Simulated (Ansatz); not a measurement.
What Te → Se does to CdTe

Base system: CdTe in the zinc blende structure (space group F-43m, No. 216; a = 6.490 Å).

Now apply this change: Se takes the place of Te on all its sites, then cell and atoms are relaxed.

Method: PBEsol, PAW, 420 eV (Ansatz, an electronic-structure program; no spin-orbit coupling), earlier PAW set. k-mesh 9×9×9 (Γ-centred); smearing 0.05 eV (Fermi–Dirac).

The volume per atom drops by 6.04 Å³, from 34.16 Å³ to 28.12 Å³ and the lattice parameter a drops by 0.408 Å (6.490 Å → 6.082 Å). The space group is still F-43m (No. 216) and the shortest interatomic distance decreases by 0.176 Å (2.810 Å → 2.634 Å). The band gap decreases by 0.17 eV to 0.48 eV and the gap character remains direct at Γ. The width of the top valence band grows by 0.04 eV (2.21 eV → 2.25 eV) and the electron mass becomes 0.049 mₑ (at Γ) (base: 0.055 mₑ (at Γ)). The hole mass (degenerate bands, along [100]) becomes 0.050, 0.66, 0.66 mₑ (at Γ) (base: 0.055, 0.51, 0.51 mₑ (at Γ)).

Final structure:

```
CELL_PARAMETERS angstrom
      0.00000     3.04099     3.04099
      3.04099     0.00000     3.04099
      3.04099     3.04099     0.00000
ATOMIC_POSITIONS crystal
  Se 0.75000 0.75000 0.75000
  Cd 0.00000 0.00000 0.00000
```

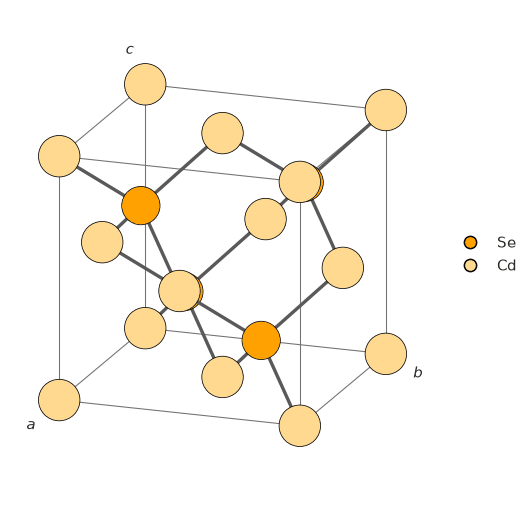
The relaxed conventional cell after the change

Cost of the whole job for the changed cell (relaxation, final SCF and bands): around 50 core-seconds (rough).

With Te present, leaving out spin-orbit coupling can change the band edges. Masses are band curvatures over ±0.01 Å⁻¹ around the edge. Whether these cells are dynamically stable was not tested.
